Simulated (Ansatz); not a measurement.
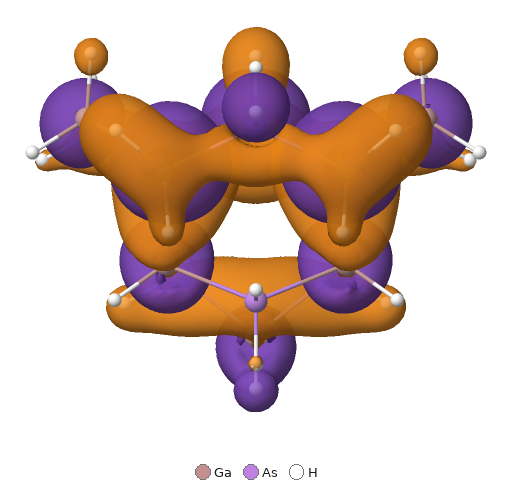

Figure. As9Ga10H26 (Ga10As9 wurtzite ring sphere) (charge −1). The HOMO−1 at ±0.04 Å⁻³ᐟ² (orange and purple are the two phases), seen from one side.

Geometry: PBE-D4/def2-SVP.

All numbers below come from Ansatz, RKS PBE0-D4/def2-TZVP.

```yaml
atoms:
  - { symbol: Ga, position_ang: [0.5875, -4.3716, -0.5600] }
  - { symbol: As, position_ang: [0.6437, -4.1065, 1.9914] }
  - { symbol: Ga, position_ang: [0.9277, -2.0187, -3.7031] }
  - { symbol: As, position_ang: [-1.0358, -0.5994, -4.3805] }
  - { symbol: As, position_ang: [0.6260, -1.9928, -1.2240] }
  - { symbol: Ga, position_ang: [-1.3995, -0.8082, -0.4639] }
  - { symbol: Ga, position_ang: [0.6692, -1.8810, 3.1188] }
  - { symbol: As, position_ang: [-1.2272, -0.7080, 2.0559] }
  - { symbol: Ga, position_ang: [-1.2839, 1.8109, -3.7038] }
  - { symbol: As, position_ang: [-1.4114, 1.5378, -1.2247] }
  - { symbol: Ga, position_ang: [-3.4898, 2.6952, -0.5605] }
  - { symbol: Ga, position_ang: [-1.2922, 1.5215, 3.1179] }
  - { symbol: As, position_ang: [-3.2324, 2.6121, 1.9909] }
  - { symbol: Ga, position_ang: [2.6772, -0.9816, -0.3725] }
  - { symbol: As, position_ang: [2.5725, -0.6914, 2.1036] }
  - { symbol: As, position_ang: [2.4002, 1.3833, -1.1637] }
  - { symbol: Ga, position_ang: [0.4911, 2.8076, -0.3746] }
  - { symbol: Ga, position_ang: [2.8594, 1.6496, 2.9585] }
  - { symbol: As, position_ang: [0.6900, 2.5731, 2.1016] }
  - { symbol: H, position_ang: [-0.8126, -5.0589, -0.8415] }
  - { symbol: H, position_ang: [1.9660, -5.0864, -0.8842] }
  - { symbol: H, position_ang: [-0.4862, -4.8868, 2.6666] }
  - { symbol: H, position_ang: [1.7832, -4.9105, 2.6213] }
  - { symbol: H, position_ang: [0.7141, -3.4865, -4.2692] }
  - { symbol: H, position_ang: [2.2011, -1.1577, -4.1082] }
  - { symbol: H, position_ang: [-2.3067, -1.3331, -3.9599] }
  - { symbol: H, position_ang: [-1.2610, -0.7296, -5.8907] }
  - { symbol: H, position_ang: [-2.7385, -1.5811, -0.8223] }
  - { symbol: H, position_ang: [0.6359, -1.9679, 4.6985] }
  - { symbol: H, position_ang: [-2.4625, -1.4199, 2.6112] }
  - { symbol: H, position_ang: [-2.6624, 2.3586, -4.2698] }
  - { symbol: H, position_ang: [0.0978, 2.4842, -4.1096] }
  - { symbol: H, position_ang: [-4.7855, 1.8269, -0.8415] }
  - { symbol: H, position_ang: [-3.4190, 4.2463, -0.8853] }
  - { symbol: H, position_ang: [-1.3832, 1.5365, 4.6977] }
  - { symbol: H, position_ang: [-4.4729, 2.0234, 2.6660] }
  - { symbol: H, position_ang: [-3.3590, 4.0010, 2.6205] }
  - { symbol: H, position_ang: [4.0619, -1.5905, -0.8384] }
  - { symbol: H, position_ang: [3.7950, -1.4543, 2.6170] }
  - { symbol: H, position_ang: [2.2650, 1.3042, -2.6803] }
  - { symbol: H, position_ang: [3.7234, 2.1470, -1.1127] }
  - { symbol: H, position_ang: [0.6576, 4.3108, -0.8417] }
  - { symbol: H, position_ang: [2.8418, 1.6406, 4.5439] }
  - { symbol: H, position_ang: [4.0350, 2.3267, 2.1305] }
  - { symbol: H, position_ang: [0.6413, 4.0136, 2.6141] }
```

> Where does this orbital lie, and at what energy?

No atom holds more than about 15 % of it (Hirshfeld); by element the shares are As 55 %, Ga 30 % and H 15 %. Its energy is −4.22 eV.
